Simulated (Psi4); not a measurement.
**AlH3S (SMILES [AlH2][SH]): SCAN/pcseg-0 (sweep point 1)**

Aim: the vertical ionisation energy of AlH3S at SCAN/pcseg-0 (sweep point 1), from 2 runs. 

The results are computed with Psi4 1.11.

7 further runs of the same task are left out: 5 that didn't finish, 2 set aside as unsound or not needed.

**1. The molecule**

The species is AlH3S (5 atoms), meant as a singlet with charge 0. SMILES: `[AlH2][SH]`. The shape is that of a PBE0-D4/def2-TZVP optimisation.

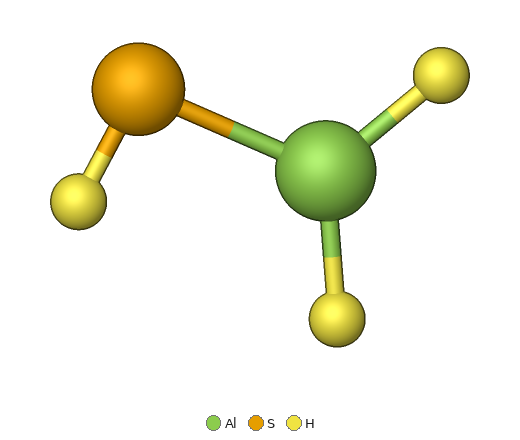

The structure, seen from a chosen angle (aluminium green, sulfur amber, hydrogen yellow).

**2. A single-point energy at SCAN/pcseg-0 (sweep point 1)**

Contents of alh3s.in:

```
memory 1600 mb

molecule {
  0 1
  Al    -0.616100    -0.064200    -0.181700
  S      1.129100    -0.343100     1.096600
  H     -1.981700    -0.650100     0.351100
  H     -0.441100     0.696000    -1.556400
  H      1.959700     0.287800     0.249000
  symmetry c1
}

set {
  basis                pcseg-0
  puream               true
  scf_type             pk
  dft_radial_points    99
  dft_spherical_points 590
}

e_tot, wfn = energy('scan', return_wfn=True)
```

Started as:

```bash
$ psi4 -i alh3s.in -o alh3s.out -n 1
```

alh3s.out (excerpt; [...] marks lines left out):

```text
[...]
  Running in c1 symmetry.
[...]
  Nuclear repulsion =   73.814899731463512
[...]
  Multiplicity = 1
[...]
  Nalpha       = 16
  Nbeta        = 16
[...]
    Number of basis functions: 32
[...]
   @RKS iter   1:  -641.62714322451859   -2.11458e-01   9.69023e-03 DIIS/ADIIS
[...]
   @RKS iter   8:  -641.68429208928990   -5.71629e-09   3.42744e-07 DIIS
[...]
    Orbital Energies [Eh]
    ---------------------
    Doubly Occupied:
       1A    -88.507836     2A    -55.760858     3A     -7.772487
       4A     -5.831396     5A     -5.826566     6A     -5.822344
       7A     -4.057308     8A     -2.663251     9A     -2.660004
      10A     -2.656899    11A     -0.714875    12A     -0.428846
      13A     -0.380053    14A     -0.308013    15A     -0.290645
      16A     -0.265936
[...]
  @RKS Final Energy:  -641.68429208928990
   => Energetics <=
    Nuclear Repulsion Energy =             73.8148997314635125
    One-Electron Energy =               -1034.2774330540091796
    Two-Electron Energy =                 364.1562094298543570
    DFT Exchange-Correlation Energy =     -45.3779681965985304
    Empirical Dispersion Energy =           0.0000000000000000
    VV10 Nonlocal Energy =                  0.0000000000000000
    Total Energy =                       -641.6842920892898974
[...]
 Multipole Moments:
 ------------------------------------------------------------------------------------
     Multipole            Electronic (a.u.)      Nuclear  (a.u.)        Total (a.u.)
 ------------------------------------------------------------------------------------
 L = 1.  Multiply by 2.5417464519 to convert [e a0] to [Debye]
 Dipole X            :          0.3922433           -0.4192212           -0.0269778
 Dipole Y            :         -0.4220114            0.7446734            0.3226620
 Dipole Z            :          0.9728177           -1.5994045           -0.6265868
 Magnitude           :                                                    0.7053010
[...]
```

Wall time 8.1 s (1 thread of Intel Xeon Platinum 8488C (Sapphire Rapids), shared host); peak memory 0.75 GiB.

**3. The doublet cation, same level**

Contents of alh3s.inp:

```
memory 1.6 GB

molecule {
  1 2
  Al    -0.616100    -0.064200    -0.181700
  S      1.129100    -0.343100     1.096600
  H     -1.981700    -0.650100     0.351100
  H     -0.441100     0.696000    -1.556400
  H      1.959700     0.287800     0.249000
  symmetry c1
}

set basis pcseg-0
set reference uks
set puream true
set scf_type pk
set dft_radial_points 99
set dft_spherical_points 590
set maxiter 150
set level_shift 0.3
set level_shift_cutoff 1e-09
set d_convergence 1e-06

e_tot, wfn = energy('scan', return_wfn=True)
print_variables()
```

Started as:

```bash
$ psi4 alh3s.inp alh3s.out -n 1
```

alh3s.out (excerpt; [...] marks lines left out):

```text
[...]
  Running in c1 symmetry.
[...]
  Nuclear repulsion =   73.814899731463512
[...]
  Multiplicity = 2
[...]
  Nalpha       = 16
  Nbeta        = 15
[...]
    Number of basis functions: 32
[...]
   @UKS iter   1:  -641.26418831522642    1.51497e-01   5.42383e-03 DIIS/ADIIS/SHIFT
[...]
   @UKS iter  11:  -641.29187335773258   -2.79124e-09   5.47943e-07 DIIS/SHIFT
[...]
   @S^2 Observed:                7.516541501E-01
[...]
    Orbital Energies [Eh]
    ---------------------
    Alpha Occupied:
       1A    -88.855981     2A    -55.989633     3A     -8.119280
       4A     -6.183879     5A     -6.173230     6A     -6.167872
       7A     -4.287454     8A     -2.893686     9A     -2.891115
      10A     -2.884786    11A     -1.050749    12A     -0.710535
      13A     -0.633364    14A     -0.614154    15A     -0.552808
      16A     -0.499721
    Alpha Virtual:
      17A      0.006861    18A      0.054414    19A      0.075989
      20A      0.165910    21A      0.189360    22A      0.248712
      23A      0.531571    24A      0.570393    25A      0.614072
[...]
  @UKS Final Energy:  -641.29187335773258
   => Energetics <=
    Nuclear Repulsion Energy =             73.8148997314635125
    One-Electron Energy =               -1025.2876664658072059
    Two-Electron Energy =                 355.2699859021428779
    DFT Exchange-Correlation Energy =     -45.0890925255316404
    Empirical Dispersion Energy =           0.0000000000000000
    VV10 Nonlocal Energy =                  0.0000000000000000
    Total Energy =                       -641.2918733577325838
[...]
 Multipole Moments:
 ------------------------------------------------------------------------------------
     Multipole            Electronic (a.u.)      Nuclear  (a.u.)        Total (a.u.)
 ------------------------------------------------------------------------------------
 L = 1.  Multiply by 2.5417464519 to convert [e a0] to [Debye]
 Dipole X            :          0.8825300           -0.4192212            0.4633089
 Dipole Y            :         -0.3987564            0.7446734            0.3459171
 Dipole Z            :          1.1382118           -1.5994045           -0.4611927
 Magnitude           :                                                    0.7396029
[...]
```

Wall time 13 s (1 thread of Intel Xeon Platinum 8488C (Sapphire Rapids), shared host); peak memory 0.76 GiB.

**4. Summary of results**

At SCAN/pcseg-0 (sweep point 1):

```
                                          quantity          value
                       singlet AlH3S: total energy  -641.68429 Eh
                      singlet AlH3S: dipole moment         1.79 D
                        singlet AlH3S: HOMO energy       -7.24 eV
                        singlet AlH3S: LUMO energy       -2.30 eV
                      singlet AlH3S: HOMO–LUMO gap        4.94 eV
                      doublet cation: total energy  -641.29187 Eh
doublet cation: HOMO energy (highest over α and β)      -13.60 eV
                              doublet cation: ⟨S²⟩          0.752
vertical ionisation energy (to the doublet cation)      10.678 eV
```

In words: The vertical ionisation energy comes to 10.68 eV (1030 kJ/mol). The negative HOMO energy of the first species, 7.24 eV, lies 3.44 eV below that difference.
